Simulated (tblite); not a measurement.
Run report: C$_{6}$H$_{14}$Si$_{3}$, geometry relaxation (part 3 of 4)

Continued. System: C$_{6}$H$_{14}$Si$_{3}$, SMILES C=CC[SiH2]C[SiH2]C#C[SiH3]. Method: GFN2-xTB geometry optimisation, gas phase (tblite 0.8.0). 

Geometry of the input (Å):
```
C  -3.7753  1.5133  0.4678
C  -3.3721  0.5202  -0.3334
C  -1.8932  0.2775  -0.5435
Si -1.5859  -1.4408  0.0623
C  0.1948  -1.7316  0.5682
Si 1.3443  -1.4273  -0.8696
C  2.5542  -0.1749  -0.2802
C  3.3509  0.6438  0.1126
Si 4.5406  1.9055  0.6891
H  -4.8685  1.6616  0.6170
H  -3.0445  2.1434  0.9377
H  -4.1128  -0.1361  -0.8081
H  -1.7189  0.2777  -1.6227
H  -1.2843  1.0222  -0.0222
H  -1.8446  -2.3624  -1.0558
H  -2.5011  -1.7939  1.2072
H  0.4810  -1.1432  1.4695
H  0.2585  -2.8167  0.8546
H  2.0820  -2.6874  -1.1483
H  0.6532  -0.9962  -2.0736
H  3.8131  2.7620  1.6530
H  5.6706  1.3272  1.3877
H  5.0533  2.6832  -0.4403
```

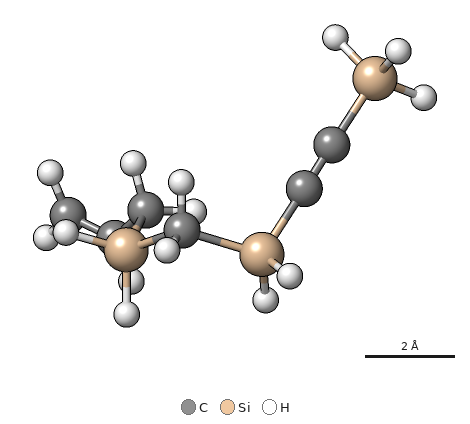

**Figure 1.** The geometry at step 172 of the log (ball-and-stick view, seen at a tilt).

### Trajectory as extended XYZ, continued
```
23
Properties=species:S:1:pos:R:3:forces:R:3 step=131 energy=-681.77942
C    -3.9697    1.4553    0.3426   -0.0070  -0.0020   0.0240
C    -3.2033    0.7391   -0.4603    0.0230  -0.0230  -0.0030
C    -1.7802    0.3990   -0.1999    0.0110  -0.0170   0.0020
Si   -1.6044   -1.4493    0.2489   -0.0020  -0.0120   0.0070
C     0.2176   -1.9264    0.5065    0.0040   0.0000  -0.0200
Si    1.4236   -1.5996   -0.9370    0.0000   0.0090  -0.0180
C     2.5394   -0.2106   -0.4279    0.0210   0.0030   0.0100
C     3.2852    0.6661   -0.0488   -0.0150  -0.0130   0.0100
Si    4.4282    1.9735    0.5872   -0.0010   0.0030   0.0030
H    -5.0050    1.6548    0.1241    0.0040  -0.0030  -0.0160
H    -3.5903    1.8752    1.2603    0.0140   0.0000  -0.0060
H    -3.6169    0.3236   -1.3716    0.0160   0.0250   0.0200
H    -1.1847    0.6084   -1.0903    0.0050   0.0020   0.0120
H    -1.3887    1.0140    0.6116   -0.0130   0.0070  -0.0240
H    -2.1672   -2.2711   -0.8345    0.0030   0.0160   0.0060
H    -2.3589   -1.7109    1.4828   -0.0240  -0.0030  -0.0020
H     0.5984   -1.4246    1.3963   -0.0170   0.0120   0.0030
H     0.2350   -2.9908    0.7385    0.0100  -0.0100   0.0040
H     2.2616   -2.7827   -1.1923   -0.0120   0.0250   0.0080
H     0.7278   -1.2084   -2.1710    0.0010  -0.0070  -0.0040
H     3.6785    2.8217    1.5196    0.0010   0.0000  -0.0080
H     5.5337    1.3045    1.2801   -0.0030   0.0030   0.0010
H     4.9356    2.7662   -0.5360   -0.0200  -0.0110  -0.0100
23
Properties=species:S:1:pos:R:3:forces:R:3 step=139 energy=-681.78163
C    -3.9582    1.4524    0.3345    0.0190   0.0040  -0.0090
C    -3.1743    0.7452   -0.4604   -0.0180   0.0050  -0.0020
C    -1.7597    0.3976   -0.1684    0.0020   0.0100  -0.0010
Si   -1.6086   -1.4589    0.2538   -0.0280   0.0010  -0.0280
C     0.2129   -1.9316    0.5091   -0.0040   0.0030  -0.0120
Si    1.4101   -1.5970   -0.9394    0.0130  -0.0100  -0.0120
C     2.5212   -0.2052   -0.4330   -0.0100  -0.0020  -0.0040
C     3.2654    0.6715   -0.0524   -0.0010   0.0040   0.0070
Si    4.4133    1.9766    0.5756    0.0010   0.0060   0.0050
H    -4.9878    1.6579    0.0927    0.0280  -0.0040   0.0080
H    -3.5930    1.8632    1.2623   -0.0190  -0.0040  -0.0010
H    -3.5704    0.3435   -1.3855    0.0310   0.0120   0.0170
H    -1.1359    0.6198   -1.0362   -0.0170  -0.0080   0.0040
H    -1.3914    1.0024    0.6618   -0.0070  -0.0180  -0.0150
H    -2.1648   -2.2566   -0.8518    0.0080   0.0160   0.0180
H    -2.3879   -1.7332    1.4696    0.0010  -0.0080  -0.0010
H     0.5895   -1.4213    1.3954    0.0070  -0.0030   0.0160
H     0.2427   -2.9951    0.7417   -0.0030  -0.0140   0.0190
H     2.2643   -2.7700   -1.1805   -0.0060  -0.0060  -0.0100
H     0.7114   -1.2256   -2.1774    0.0010   0.0010   0.0010
H     3.6669    2.8287    1.5063    0.0050   0.0080   0.0020
H     5.5155    1.2995    1.2658    0.0050   0.0170   0.0020
H     4.9140    2.7632   -0.5547   -0.0090  -0.0080  -0.0050
23
Properties=species:S:1:pos:R:3:forces:R:3 step=147 energy=-681.78380
C    -3.9575    1.4573    0.3016   -0.0030  -0.0240  -0.0280
C    -3.1117    0.7822   -0.4565    0.0010   0.0050   0.0040
C    -1.7249    0.4146   -0.0733    0.0030   0.0090   0.0070
Si   -1.6055   -1.4601    0.2698    0.0030   0.0050  -0.0360
C     0.2120   -1.9606    0.5093   -0.0080  -0.0110  -0.0050
Si    1.4027   -1.6250   -0.9465    0.0080  -0.0090   0.0250
C     2.4859   -0.2046   -0.4548   -0.0260  -0.0490  -0.0140
C     3.2232    0.6769   -0.0729    0.0340   0.0490   0.0290
Si    4.3708    1.9900    0.5431    0.0010  -0.0010  -0.0020
H    -4.9623    1.6748   -0.0183   -0.0040   0.0060   0.0040
H    -3.6787    1.8225    1.2759    0.0200   0.0070   0.0180
H    -3.4292    0.4235   -1.4278    0.0020   0.0170   0.0010
H    -1.0391    0.6699   -0.8824    0.0060   0.0010  -0.0220
H    -1.4164    0.9818    0.8051   -0.0060  -0.0110   0.0160
H    -2.1625   -2.1906   -0.8796    0.0080  -0.0090   0.0080
H    -2.4036   -1.7872    1.4595    0.0060   0.0000   0.0080
H     0.6004   -1.4700    1.4025    0.0070  -0.0020  -0.0130
H     0.2318   -3.0281    0.7256   -0.0170  -0.0100   0.0140
H     2.2774   -2.7883   -1.1682   -0.0100   0.0160  -0.0030
H     0.6966   -1.2934   -2.1915    0.0000   0.0120   0.0080
H     3.6384    2.8534    1.4753   -0.0060  -0.0050  -0.0160
H     5.4816    1.3259    1.2327   -0.0030   0.0030  -0.0020
H     4.8659    2.7620   -0.6000   -0.0160  -0.0010  -0.0010
23
Properties=species:S:1:pos:R:3:forces:R:3 step=155 energy=-681.78571
C    -3.9457    1.4415    0.2885   -0.0190  -0.0060  -0.0180
C    -3.0643    0.8103   -0.4669    0.0100   0.0130  -0.0060
C    -1.6957    0.4218   -0.0421    0.0120  -0.0050   0.0160
Si   -1.6064   -1.4591    0.2765   -0.0080  -0.0130  -0.0250
C     0.2061   -1.9790    0.5145   -0.0120  -0.0040  -0.0050
Si    1.3892   -1.6359   -0.9447    0.0060  -0.0310   0.0010
C     2.4644   -0.2087   -0.4580    0.0050  -0.0030   0.0280
C     3.1906    0.6789   -0.0675    0.0170  -0.0080   0.0000
Si    4.3436    1.9960    0.5278    0.0020   0.0190  -0.0010
H    -4.9379    1.6734   -0.0623    0.0320   0.0030   0.0130
H    -3.7100    1.7553    1.2925    0.0070  -0.0060  -0.0010
H    -3.3356    0.5072   -1.4707   -0.0060   0.0040   0.0090
H    -0.9755    0.6825   -0.8198   -0.0150   0.0170   0.0060
H    -1.4151    0.9623    0.8629   -0.0050   0.0030  -0.0180
H    -2.1734   -2.1778   -0.8770    0.0200   0.0110   0.0260
H    -2.4057   -1.7863    1.4658    0.0030  -0.0010   0.0000
H     0.6064   -1.4906    1.4034   -0.0170  -0.0060   0.0110
H     0.2136   -3.0462    0.7329    0.0120  -0.0060  -0.0100
H     2.2713   -2.7888   -1.1857   -0.0060   0.0030   0.0120
H     0.6713   -1.3022   -2.1810   -0.0100   0.0160  -0.0160
H     3.6218    2.8722    1.4554   -0.0160  -0.0010  -0.0080
H     5.4636    1.3483    1.2185   -0.0110  -0.0040  -0.0140
H     4.8190    2.7517   -0.6342   -0.0010   0.0040   0.0010
23
Properties=species:S:1:pos:R:3:forces:R:3 step=163 energy=-681.78789
C    -3.9315    1.4309    0.2636    0.0000   0.0050   0.0020
C    -2.9973    0.8503   -0.4679   -0.0010   0.0120  -0.0130
C    -1.6580    0.4401    0.0237   -0.0060  -0.0170   0.0130
Si   -1.6021   -1.4526    0.2806    0.0110  -0.0020   0.0070
C     0.1976   -2.0132    0.5134   -0.0130  -0.0130   0.0210
Si    1.3809   -1.6647   -0.9424    0.0010  -0.0150   0.0180
C     2.4408   -0.2331   -0.4365    0.0330   0.0170  -0.0060
C     3.1573    0.6684   -0.0596   -0.0030  -0.0120  -0.0140
Si    4.2965    2.0143    0.4957    0.0040   0.0080  -0.0020
H    -4.8978    1.6831   -0.1384   -0.0020   0.0080   0.0090
H    -3.7633    1.6819    1.2981   -0.0020   0.0000   0.0080
H    -3.1993    0.6091   -1.5040   -0.0050  -0.0030   0.0000
H    -0.8949    0.7318   -0.6986    0.0210  -0.0140  -0.0140
H    -1.4307    0.9451    0.9628   -0.0090   0.0010   0.0040
H    -2.1705   -2.1301   -0.8945   -0.0030   0.0070   0.0050
H    -2.4024   -1.8081    1.4615   -0.0180   0.0120  -0.0140
H     0.6017   -1.5480    1.4133    0.0030  -0.0040  -0.0100
H     0.1867   -3.0838    0.7142   -0.0010  -0.0080  -0.0180
H     2.2637   -2.8172   -1.1840   -0.0070   0.0180   0.0010
H     0.6615   -1.3188   -2.1767    0.0150  -0.0020   0.0060
H     3.5772    2.9040    1.4120   -0.0160  -0.0050  -0.0060
H     5.4311    1.3891    1.1825   -0.0010   0.0040  -0.0040
H     4.7482    2.7487   -0.6896   -0.0010   0.0040   0.0060
23
Properties=species:S:1:pos:R:3:forces:R:3 step=172 energy=-681.79068
C    -3.9030    1.4651    0.2306    0.0120   0.0110   0.0250
C    -2.9188    0.9063   -0.4515   -0.0030  -0.0240  -0.0040
C    -1.6339    0.4460    0.1373    0.0230   0.0090   0.0150
Si   -1.6013   -1.4625    0.2670   -0.0190   0.0180   0.0070
C     0.1817   -2.0739    0.5114   -0.0270  -0.0020   0.0170
Si    1.3927   -1.7142   -0.9163    0.0150   0.0080  -0.0190
C     2.4388   -0.2678   -0.4284    0.0320   0.0540   0.0280
C     3.1395    0.6570   -0.0789   -0.0080  -0.0070  -0.0080
Si    4.2361    2.0526    0.4406   -0.0010  -0.0130  -0.0230
H    -4.8284    1.7641   -0.2324    0.0150  -0.0130   0.0020
H    -3.8176    1.6531    1.2898   -0.0050   0.0000  -0.0350
H    -3.0368    0.7207   -1.5135    0.0260   0.0210   0.0590
H    -0.7986    0.7869   -0.4799   -0.0430  -0.0440   0.0120
H    -1.5055    0.8816    1.1309    0.0000  -0.0240  -0.0570
H    -2.1458   -2.0554   -0.9635    0.0030   0.0080  -0.0070
H    -2.4512   -1.8859    1.3915    0.0110   0.0210  -0.0160
H     0.5837   -1.6501    1.4320    0.0070  -0.0080   0.0010
H     0.1431   -3.1510    0.6701   -0.0140  -0.0020   0.0050
H     2.2933   -2.8527   -1.1444    0.0120  -0.0280   0.0120
H     0.6929   -1.3801   -2.1624   -0.0200   0.0030  -0.0310
H     3.4761    2.9343    1.3332    0.0180  -0.0140  -0.0070
H     5.3978    1.4798    1.1296   -0.0240   0.0210   0.0070
H     4.6605    2.7731   -0.7640   -0.0100   0.0040   0.0170
23
Properties=species:S:1:pos:R:3:forces:R:3 step=180 energy=-681.79301
C    -3.8676    1.4809    0.2223   -0.0030   0.0120   0.0160
C    -2.8568    0.9386   -0.4329    0.0200  -0.0040   0.0030
C    -1.6099    0.4320    0.1946    0.0140  -0.0010  -0.0190
Si   -1.6121   -1.4775    0.2559    0.0000   0.0080  -0.0110
C     0.1631   -2.1076    0.5149   -0.0120  -0.0020  -0.0060
Si    1.3911   -1.7371   -0.9000   -0.0050  -0.0080   0.0000
C     2.4297   -0.2849   -0.4072   -0.0140   0.0010  -0.0090
C     3.1194    0.6570   -0.0840    0.0050   0.0100   0.0010
Si    4.1935    2.0810    0.4028   -0.0010  -0.0170   0.0000
H    -4.7608    1.8142   -0.2780   -0.0050  -0.0010   0.0110
H    -3.8385    1.6193    1.2918   -0.0020  -0.0030  -0.0280
H    -2.9177    0.8098   -1.5066   -0.0020   0.0010   0.0140
H    -0.7440    0.7682   -0.3791   -0.0080   0.0090   0.0120
H    -1.5158    0.8308    1.2051    0.0220   0.0030  -0.0090
H    -2.1266   -2.0127   -1.0139   -0.0010  -0.0040   0.0100
H    -2.5037   -1.9195    1.3386    0.0160  -0.0070  -0.0030
H     0.5630   -1.7018    1.4448   -0.0120  -0.0050  -0.0050
H     0.1112   -3.1863    0.6581    0.0050  -0.0090  -0.0040
H     2.2929   -2.8784   -1.1236   -0.0080   0.0110   0.0180
H     0.6997   -1.3952   -2.1515    0.0010  -0.0140   0.0010
H     3.4243    2.9596    1.2880   -0.0060   0.0100   0.0030
H     5.3647    1.5441    1.1023    0.0000   0.0100  -0.0010
H     4.5963    2.7927   -0.8135   -0.0040   0.0000   0.0070
23
Properties=species:S:1:pos:R:3:forces:R:3 step=188 energy=-681.79398
C    -3.8431    1.4912    0.2153   -0.0060  -0.0010   0.0050
C    -2.8121    0.9627   -0.4196   -0.0050   0.0040  -0.0110
C    -1.5873    0.4316    0.2309   -0.0020  -0.0040  -0.0020
Si   -1.6152   -1.4789    0.2444    0.0080   0.0020  -0.0010
C     0.1477   -2.1354    0.5138    0.0090   0.0030  -0.0070
Si    1.3862   -1.7544   -0.8886    0.0100  -0.0050  -0.0040
C     2.4166   -0.2943   -0.3993    0.0030   0.0150   0.0060
C     3.1069    0.6499   -0.0826   -0.0160  -0.0060   0.0000
Si    4.1623    2.0955    0.3827   -0.0070  -0.0020  -0.0010
H    -4.7207    1.8388   -0.3031    0.0120  -0.0040  -0.0020
H    -3.8510    1.6004    1.2873    0.0110   0.0050   0.0190
H    -2.8421    0.8607   -1.4975    0.0110   0.0040   0.0080
H    -0.7021    0.7731   -0.3075    0.0050   0.0050  -0.0210
H    -1.5145    0.8046    1.2528   -0.0070   0.0030   0.0020
H    -2.1149   -1.9792   -1.0442   -0.0110  -0.0030  -0.0070
H    -2.5258   -1.9411    1.3013    0.0010  -0.0020   0.0100
H     0.5428   -1.7454    1.4522   -0.0030  -0.0050  -0.0010
H     0.0868   -3.2159    0.6416   -0.0060   0.0080  -0.0090
H     2.2949   -2.8926   -1.0975    0.0010   0.0080   0.0090
H     0.7031   -1.4191   -2.1471    0.0070  -0.0190   0.0090
H     3.3834    2.9783    1.2557   -0.0100  -0.0010   0.0060
H     5.3502    1.6009    1.0848   -0.0080  -0.0090  -0.0030
H     4.5432    2.7955   -0.8469    0.0030   0.0030  -0.0050
23
Properties=species:S:1:pos:R:3:forces:R:3 step=196 energy=-681.79609
C    -3.8107    1.5021    0.2232   -0.0110  -0.0100  -0.0080
C    -2.7657    0.9955   -0.4075   -0.0180  -0.0250  -0.0030
C    -1.5575    0.4316    0.2465   -0.0180   0.0260  -0.0040
Si   -1.6226   -1.4777    0.2297    0.0030   0.0120  -0.0060
C     0.1277   -2.1612    0.4979    0.0170  -0.0240   0.0260
Si    1.3935   -1.7729   -0.8735    0.0090  -0.0200  -0.0080
C     2.3993   -0.2935   -0.3927   -0.0120  -0.0090  -0.0030
C     3.0827    0.6587   -0.0862    0.0050   0.0050  -0.0030
Si    4.1234    2.1199    0.3642   -0.0350  -0.0090   0.0090
H    -4.6771    1.8642   -0.3055    0.0290   0.0060   0.0180
H    -3.8456    1.5738    1.2985    0.0190   0.0020  -0.0090
H    -2.7728    0.9290   -1.4883   -0.0020   0.0160  -0.0010
H    -0.6603    0.7694   -0.2763   -0.0190  -0.0110   0.0170
H    -1.4946    0.7800    1.2779    0.0160   0.0170  -0.0100
H    -2.1360   -1.9591   -1.0614    0.0000   0.0110   0.0050
H    -2.5279   -1.9450    1.2886   -0.0220   0.0070   0.0050
H     0.5156   -1.8080    1.4537   -0.0020   0.0020  -0.0040
H     0.0468   -3.2436    0.5913    0.0010  -0.0130   0.0050
H     2.3160   -2.9072   -1.0329    0.0260   0.0070  -0.0090
H     0.7255   -1.4787   -2.1485    0.0120  -0.0020  -0.0170
H     3.3197    2.9866    1.2318    0.0140   0.0160  -0.0050
H     5.3188    1.6506    1.0706   -0.0090  -0.0110   0.0000
H     4.4969    2.8123   -0.8722   -0.0050   0.0090   0.0040
23
Properties=species:S:1:pos:R:3:forces:R:3 step=204 energy=-681.80161
C    -3.7417    1.5088    0.2485   -0.0050   0.0080  -0.0260
C    -2.6777    1.0554   -0.3904    0.0230  -0.0080   0.0020
C    -1.4889    0.4392    0.2530    0.0130   0.0280   0.0100
Si   -1.6308   -1.4673    0.2151   -0.0130   0.0080  -0.0360
C     0.0891   -2.2322    0.4720    0.0170  -0.0290   0.0520
Si    1.4091   -1.8322   -0.8455    0.0070  -0.0110  -0.0020
C     2.3534   -0.3047   -0.3870   -0.0140   0.0080   0.0230
C     3.0127    0.6705   -0.0994   -0.0090   0.0320   0.0050
Si    4.0175    2.1633    0.3343   -0.0250  -0.0040   0.0160
H    -4.5922    1.9109   -0.2748    0.0000   0.0250  -0.0010
H    -3.8084    1.4988    1.3236    0.0230  -0.0200   0.0230
H    -2.6488    1.0840   -1.4723   -0.0240  -0.0190  -0.0020
H    -0.5794    0.7526   -0.2637   -0.0280  -0.0240   0.0070
H    -1.4092    0.7716    1.2889   -0.0070  -0.0070  -0.0060
H    -2.1810   -1.9139   -1.0751    0.0290   0.0250   0.0220
H    -2.5495   -1.9110    1.2753    0.0000   0.0210  -0.0110
H     0.4606   -1.9422    1.4560    0.0340   0.0010  -0.0250
H    -0.0362   -3.3150    0.5124    0.0070   0.0230  -0.0140
H     2.3964   -2.9227   -0.9228   -0.0300   0.0100  -0.0100
H     0.7806   -1.5982   -2.1534    0.0220  -0.0240  -0.0090
H     3.2084    3.0354    1.1939    0.0090  -0.0230  -0.0250
H     5.2215    1.7209    1.0434   -0.0060  -0.0150   0.0110
H     4.3897    2.8552   -0.9031   -0.0250  -0.0050  -0.0060
23
Properties=species:S:1:pos:R:3:forces:R:3 step=212 energy=-681.80800
C    -3.6435    1.5239    0.2716    0.0050   0.0120   0.0240
C    -2.5604    1.1143   -0.3643   -0.0100  -0.0080   0.0110
C    -1.3997    0.4450    0.2773    0.0030   0.0340  -0.0070
Si   -1.6282   -1.4495    0.1894   -0.0040  -0.0100   0.0050
C     0.0452   -2.3096    0.4554    0.0220   0.0110  -0.0030
Si    1.4133   -1.8926   -0.8041   -0.0050   0.0160  -0.0060
C     2.2627   -0.3066   -0.3577    0.0050  -0.0260  -0.0290
C     2.8990    0.6949   -0.1124    0.0170   0.0190   0.0290
Si    3.8874    2.2059    0.2927   -0.0300   0.0060   0.0150
H    -4.4770    1.9760   -0.2384    0.0160  -0.0010  -0.0020
H    -3.7347    1.4234    1.3406   -0.0110   0.0200   0.0200
H    -2.4979    1.2135   -1.4393   -0.0090   0.0070  -0.0430
H    -0.4765    0.7326   -0.2272    0.0010  -0.0110   0.0040
H    -1.3157    0.7553    1.3193   -0.0120  -0.0260  -0.0050
H    -2.1790   -1.8252   -1.1214    0.0350   0.0020  -0.0020
H    -2.5934   -1.8729    1.2158    0.0070   0.0130   0.0010
H     0.4085   -2.0914    1.4604    0.0020  -0.0100  -0.0110
H    -0.1270   -3.3855    0.4241    0.0020   0.0100   0.0130
H     2.4535   -2.9323   -0.7904    0.0050  -0.0290   0.0050
H     0.8527   -1.7496   -2.1546    0.0020  -0.0060  -0.0080
H     3.0643    3.0760    1.1376   -0.0040   0.0060   0.0030
H     5.0986    1.7934    1.0094   -0.0200  -0.0140  -0.0060
H     4.2430    2.8882   -0.9547   -0.0150  -0.0150  -0.0090
```
